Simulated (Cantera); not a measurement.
Feed: 1 mol Fe(CO)5, 71 mol H2, equilibrated at 18.8 Torr.

Method: chemical equilibrium by Gibbs-energy minimisation in Cantera with the NASA 1993 tables (ideal gas, pure condensed phases). Candidate condensed phases: C, C6H6, C7H8, C8H18, Fe, Fe(CO)5, FeO, Fe(OH)2, Fe(OH)3, Fe2O3, Fe3O4, H2O; 114 gas species. The numbers say what is thermodynamically allowed, not how fast it happens.

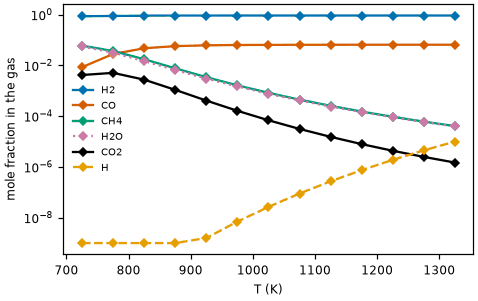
Figure. Equilibrium gas composition (values under 1e-9 drawn at 1e-9)

From 725 K to 1175 K the condensed part is Fe(α). From 1225 K to 1325 K the condensed part is Fe(γ).
